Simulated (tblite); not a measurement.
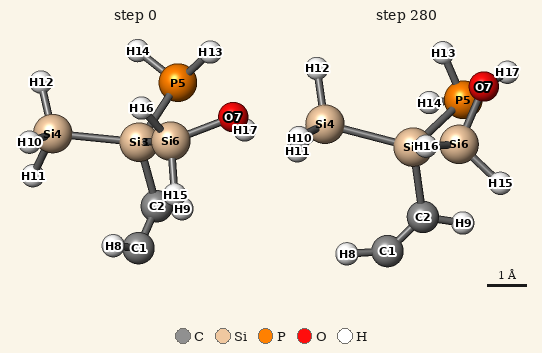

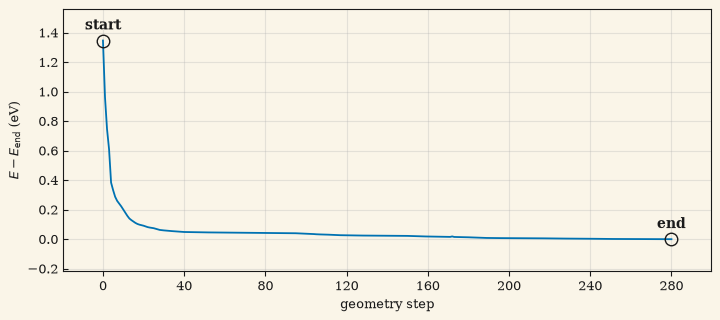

First and last geometry of a relaxation of C2H10OPSi3 (multiplicity 2), with the history of the run. Style: ball-and-stick. Shown at a tilt.

Method: tblite, GFN2-xTB geometry optimisation, gas phase. 

Read the history and describe the run.

Answer. It converged. The largest moves after the best rigid fit, 1.65 Å, are those of H8 and H17. By element the largest moves are H 1.65 Å, O 1.05 Å, C 0.87 Å, P 0.58 Å, Si 0.47 Å. Near-neighbour distances that change, for instance: C2–Si3 1.844 → 1.970 Å, Si3–Si6 2.231 → 2.347 Å, Si3–Si4 2.236 → 2.347 Å, Si6–O7 1.732 → 1.627 Å. Bond angles that change, for instance: H13–P5–H14 110.9° → 92.1°, Si6–O7–H17 104.0° → 122.3°, C2–C1–H8 121.8° → 136.2°. Groups turn about Si3–Si6 by about 55°, C2–Si3 by about 45°, Si6–O7 by about 25°. The energy falls by 1.347 eV in 280 geometry steps.

```tsv
step	E − E(0), eV
0	0.0000
1	-0.3842
2	-0.6003
3	-0.7366
4	-0.9631
5	-1.0142
6	-1.0591
7	-1.0870
8	-1.1059
9	-1.1241
10	-1.1458
24	-1.2695
38	-1.2962
53	-1.3007
67	-1.3025
81	-1.3038
95	-1.3063
109	-1.3150
124	-1.3215
138	-1.3230
152	-1.3252
166	-1.3294
181	-1.3342
195	-1.3392
209	-1.3400
223	-1.3419
237	-1.3428
252	-1.3451
266	-1.3456
280	-1.3465
```
